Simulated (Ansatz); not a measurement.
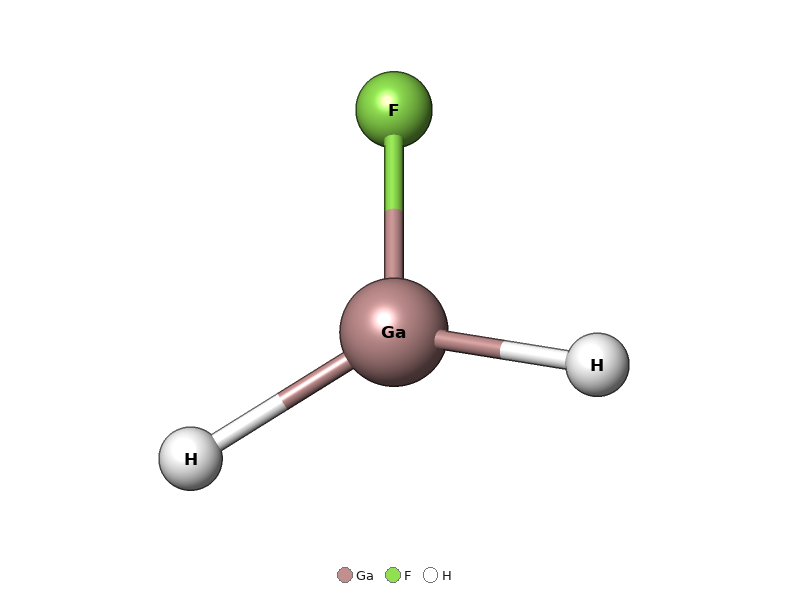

Harmonic vibrations computed with RKS PBE0-D4/def2-TZVP (Ansatz 0.2.0) at a stationary point of the same level.

### Minimum or transition state?

A minimum: no imaginary frequency, and the lowest mode lies at 520 cm⁻¹.

### How many vibrational modes are there, and where do they lie?

6 modes: 520, 634, 665, 734, 2023, 2033 cm⁻¹.
